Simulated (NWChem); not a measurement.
# NOF (nitrosyl fluoride) at 6 levels

Aim: a comparison of 6 runs (HF/STO-3G, HF/3-21G, PBE/def2-TZVPP, B3LYP/6-31G*, B3LYP/def2-TZVPP, CCSD(T)/def2-TZVPP) of NOF (nitrosyl fluoride). 

The calculation is run with NWChem 7.3.0.

37 further runs of the same task are left out: 2 that didn't finish, 35 set aside as unsound or not needed. Runs told in other sessions of the task aren't counted.

## Step 1: Starting point

NOF: 3 atoms, total charge 0, spin state singlet. As SMILES, `O=NF`. The N2–F3 distance was set to 2.670 Å, away from the relaxed value. At this shape a bond of the SMILES string is far longer than usual.

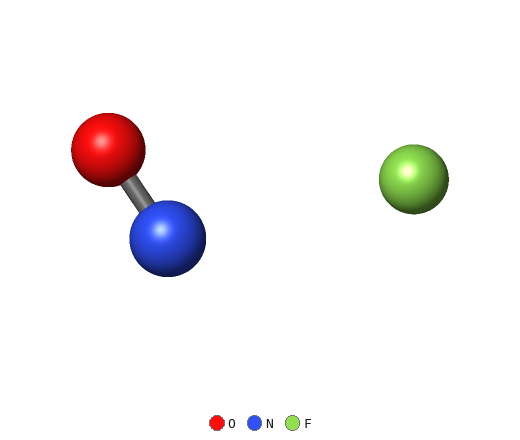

Viewed from a chosen angle; oxygen red, nitrogen blue, fluorine green.

## Step 2: A single-point energy at HF/STO-3G (run 1)

The input, fno.nw:

```
start fno
title "FNO energy"
memory total 2200 mb

geometry noautosym nocenter noautoz
 O        1.801337      -0.334733       0.956393
 N        1.081917      -1.060243       0.481563
 F       -1.017290       0.239580      -0.534650
end

basis spherical bse
 * library STO-3G
end

scf
 thresh 1e-08
 maxiter 80
 print medium
end

task scf energy
```

Launch:

```bash
$ nwchem fno.nw > fno.out
```

The log of the run:

```text
[...]
  functions       =    15
[...]
  wavefunction    = RHF
[...]
         Total SCF energy =   -225.238933401991
      One-electron energy =   -414.313805006649
      Two-electron energy =    138.527089876846
 Nuclear repulsion energy =     50.547781727813
        Time for solution =      0.2s
[...]
```

It took 0.72 s on 1 thread of Intel Xeon 6975P-C (Granite Rapids), shared host; peak memory 0.1 GiB.

## Step 3: The energy at HF/3-21G (run 2)

The input, run.py:

```python
from ase import Atoms
from ase.calculators.nwchem import NWChem

molecule = Atoms(['O', 'N', 'F'], positions=[
    [1.801337, -0.334733, 0.956393],
    [1.081917, -1.060243, 0.481563],
    [-1.017290, 0.239580, -0.534650],
])

calc = NWChem(
    label='geom',
    theory='scf',
    memory='2200 mb',
    basis='3-21G',
    basispar='spherical bse',
    scf={'nopen': '0', 'rhf': None, 'thresh': '1e-08', 'maxiter': '80'},
    task='energy',
)
molecule.calc = calc

print("Total energy (eV):", round(molecule.get_potential_energy(), 6))
print("dipole (e A):", molecule.get_dipole_moment().round(4))
```

Launch:

```bash
$ export ASE_NWCHEM_COMMAND="nwchem PREFIX.nwi > PREFIX.nwo"
$ python run.py
```

The log of the run:

```text
Total energy (eV): -6181.395956
dipole (e A): [ 1.0742 -0.5354  0.534 ]
```

The calculator wrote geom.nwi:

```
title "geom"

permanent_dir geom

scratch_dir geom

start geom

geometry units angstrom nocenter noautosym noautoz
  O  1.8013370000000000e+00 -3.3473300000000000e-01 9.5639300000000005e-01
  N  1.0819170000000000e+00 -1.0602430000000000e+00 4.8156300000000002e-01
  F  -1.0172900000000000e+00 2.3957999999999999e-01 -5.3464999999999996e-01
end

memory 2200 mb

basis spherical bse noprint
   * library 3-21G
end

scf
  nopen 0
  rhf
  thresh 1e-08
  maxiter 80
end

task scf energy
```

geom.nwo (excerpt; [...] marks lines left out):

```text
[...]
      One-electron energy =   -414.477679735515
[... 1 line left out ...]
 Nuclear repulsion energy =     50.547781727813
[... 30 lines left out ...]
                       ROHF Final Molecular Orbital Analysis
[... 158 lines left out ...]
 center of mass
[...]
```

It took 1.1 s on 1 thread of Intel Xeon 6975P-C (Granite Rapids), shared host; peak memory 0.1 GiB.

Runs 3 to 5 aren't shown in full; the table further down has their settings and results.

## Step 4: The energy at CCSD(T)/def2-TZVPP (run 6)

The input, mol.xyz:

```xyz
3

O      1.801337    -0.334733     0.956393
N      1.081917    -1.060243     0.481563
F     -1.017290     0.239580    -0.534650
```

The input, mol.nw:

```
start mol
memory 2200 mb
charge 0

geometry noautosym nocenter noautoz
  load format xyz mol.xyz
end

basis spherical bse
  * library def2-TZVPP
end

scf
  singlet
  rhf
  thresh 1e-08
  maxiter 80
end

ccsd
  freeze core 3
  maxiter 60
end

task ccsd(t) energy
```

Launch:

```bash
$ nwchem mol.nw > mol.out
```

The log of the run:

```text
[...]
  functions       =    93
[...]
  wavefunction    = RHF
[...]
         Total SCF energy =   -228.595503276600
      One-electron energy =   -415.861767781963
      Two-electron energy =    136.718482777550
 Nuclear repulsion energy =     50.547781727813
        Time for solution =      7.6s
[...]
 Total MP2 energy:           -229.317308200107050
[...]
             energy      energy      error      ampl     ampl      Block
                                                time     time      time
[...]
 Total CCSD energy:           -229.300265717588559
[...]
 Total CCSD+T(CCSD) energy:           -229.384865187666151
[...]
 Total CCSD(T) energy:                -229.364390961465915
[...]
```

Run time: 3.8 min. Hardware: 1 thread of Intel Xeon 6975P-C (Granite Rapids), shared host; peak memory 0.25 GiB.

## Step 5: All runs side by side

```csv
run,level,iteration cap,module,energy (Eh),dipole moment (D) of the reference,HOMO energy (eV),LUMO energy (eV),wall time
1,HF/STO-3G,80,scf,-225.238933,2.54,-4.42,1.80,0.72 s
2,HF/3-21G,80,scf,-227.162113,6.31,-8.88,-1.88,1.1 s
3,PBE/def2-TZVPP,100,dft,-229.534111,–,–,–,48 s
4,B3LYP/6-31G* (spherical functions),100,dft,-229.596735,5.43,–,–,17 s
5,B3LYP/def2-TZVPP,100,dft,-229.728318,6.53,-7.95,-5.95,30 s
6,CCSD(T)/def2-TZVPP,80,ccsd(t),-229.364391,–,-10.29,-2.45,3.8 min
```

## Step 6: Summary of results

| quantity | value |
| --- | --- |
| run 6: total energy | -229.36439 Eh |
| run 6: HOMO energy (Hartree–Fock orbitals) | -10.29 eV |
| run 6: LUMO energy (Hartree–Fock orbitals) | -2.45 eV |
| run 6: HOMO–LUMO gap (Hartree–Fock orbitals) | 7.84 eV |
| run 6: correlation energy (3 core orbitals frozen) | -768.9 mEh |
| run 6: (T) correction | -64.13 mEh |

In words: Over runs 1, 2, 4, 5 the dipole moment (its size) runs from 2.54 D (HF/STO-3G) to 6.53 D (B3LYP/def2-TZVPP). The two ends differ in method and basis. Over runs 1, 2, 5 the HOMO–LUMO gap runs from 2.00 eV (B3LYP/def2-TZVPP) to 7.00 eV (HF/3-21G). Totals of different functionals can't be ranked against each other. In run 1 the basis is minimal, so the values are rough. In all runs a closed-shell determinant meets a far-stretched bond; if it breaks into open shells, such a determinant describes it badly, and no broken-symmetry solution was shown. All runs together took 5.4 min, the longest 3.8 min.
